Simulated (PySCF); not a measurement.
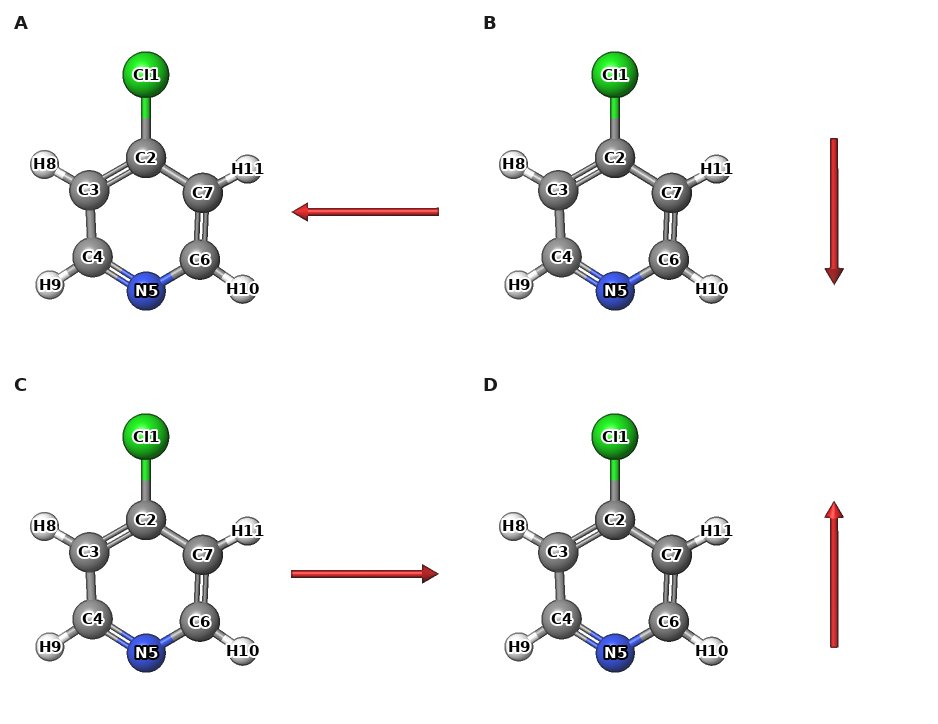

The same molecule four times, each with an arrow. The geometry was computed by an optimisation with GFN2-xTB. No frequency run is at hand to confirm it as a minimum. Method: PBE0/pcSseg-1, gas phase (PySCF 2.14.0).

Question: Which arrow points along the dipole moment, from the negative to the positive end?

Answer: D. The dipole moment is 0.66 D; it points from the side of N5, H9, H10 to the side of Cl1 (the outermost atoms at the two ends).
